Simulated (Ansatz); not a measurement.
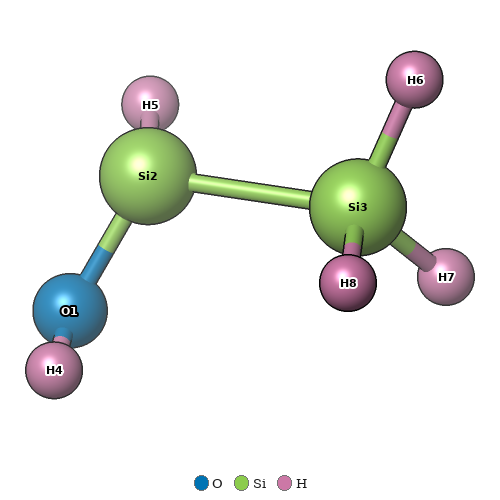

The system is H₅OSi₂, SMILES O[SiH][SiH3], spin multiplicity 2; the picture shows the reference structure. First axis: umbrella angle at Si2 (between each of its bonds and their common axis; 90 is planar). Second axis: change of the bonds Si2–O1, Si2–Si3, Si2–H5, all alike. Nothing is relaxed (all other coordinates rigid). The grid has 15 × 15 points. Points are written as (first, second). Energies: kJ/mol, counted from the lowest grid point. Theory: Ansatz 0.2.0, UHF/def2-TZVP.

Its coordinates:

```csv
atom,x (Å),y (Å),z (Å)
O,-0.9303,0.9149,-1.7120
Si,0.0832,1.1308,-0.4436
Si,0.3194,-0.7815,0.9358
H,-1.8265,0.6706,-1.5668
H,1.3685,1.5632,-1.0298
H,1.1855,-0.4355,2.0824
H,0.9038,-1.9432,0.2299
H,-1.0115,-1.1763,1.4484
```

Range: umbrella angle at Si2 (between each of its bonds and their common axis; 90 is planar) from 59.8 to 120.2°; change of the bonds Si2–O1, Si2–Si3, Si2–H5, all alike from −0.201 to 0.311 Å.

Q: What will the energy surface look like?

A: The lowest grid point is at (107.3°, −0.018 Å). There is a further well near (72.7°, 0.018 Å) (8 kJ/mol above the lowest at that grid point). The highest grid point, (59.8°, −0.201 Å), lies 272 kJ/mol above the lowest. On the interpolated surface the easiest way out of the lowest well to the well at about (72°, 0.00 Å) passes a barrier of about 46 kJ/mol. Round the minimum the two coordinates are weakly coupled (coupling −0.13 in units of the two stiffnesses).

| second ↓, first → | 59.8 | 64.1 | 68.4 | 72.7 | 77.0 | 81.4 | 85.7 | 90.0 | 94.3 | 98.6 | 103.0 | 107.3 | 111.6 | 115.9 | 120.2 |
| --- | --- | --- | --- | --- | --- | --- | --- | --- | --- | --- | --- | --- | --- | --- | --- |
| 0.311 | 216 | 199 | 192 | 196 | 208 | 229 | 252 | 264 | 251 | 227 | 205 | 192 | 188 | 193 | 207 |
| 0.274 | 184 | 166 | 158 | 161 | 173 | 193 | 216 | 227 | 214 | 191 | 170 | 157 | 153 | 159 | 175 |
| 0.238 | 155 | 136 | 127 | 129 | 141 | 160 | 182 | 192 | 179 | 157 | 137 | 125 | 122 | 129 | 146 |
| 0.201 | 128 | 107 | 97 | 99 | 110 | 129 | 149 | 158 | 146 | 125 | 106 | 94 | 92 | 99 | 118 |
| 0.165 | 104 | 82 | 71 | 72 | 83 | 101 | 120 | 128 | 117 | 96 | 78 | 67 | 65 | 74 | 94 |
| 0.128 | 84 | 60 | 48 | 48 | 58 | 75 | 93 | 101 | 90 | 70 | 52 | 42 | 42 | 52 | 73 |
| 0.091 | 68 | 43 | 30 | 29 | 38 | 54 | 71 | 78 | 67 | 48 | 32 | 22 | 23 | 34 | 57 |
| 0.055 | 59 | 31 | 18 | 16 | 24 | 39 | 55 | 60 | 50 | 32 | 17 | 8 | 10 | 22 | 47 |
| 0.018 | 56 | 27 | 11 | 8 | 16 | 30 | 44 | 49 | 39 | 22 | 7 | 0 | 3 | 17 | 43 |
| −0.018 | 61 | 30 | 13 | 9 | 15 | 28 | 41 | 45 | 35 | 20 | 6 | 0 | 4 | 19 | 48 |
| −0.055 | 76 | 43 | 25 | 19 | 24 | 35 | 47 | 50 | 41 | 27 | 14 | 9 | 14 | 31 | 62 |
| −0.091 | 102 | 67 | 47 | 40 | 43 | 53 | 63 | 66 | 57 | 44 | 32 | 29 | 35 | 54 | 87 |
| −0.128 | 142 | 104 | 82 | 74 | 76 | 85 | 93 | 95 | 86 | 74 | 64 | 62 | 70 | 91 | 126 |
| −0.165 | 199 | 158 | 134 | 124 | 125 | 132 | 139 | 139 | 131 | 120 | 112 | 111 | 121 | 144 | 181 |
| −0.201 | 272 | 229 | 203 | 191 | 190 | 195 | 201 | 200 | 193 | 183 | 176 | 177 | 188 | 213 | 253 |

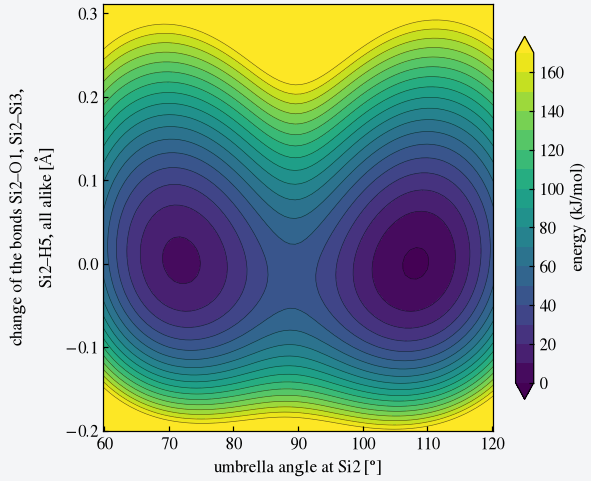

The picture shows filled contours, one colour for all values above the top of the scale. Between grid points the surface is interpolated.

Time for the 225 points that were run: 16 min on 1 thread of Arm Neoverse V1 (shared host).
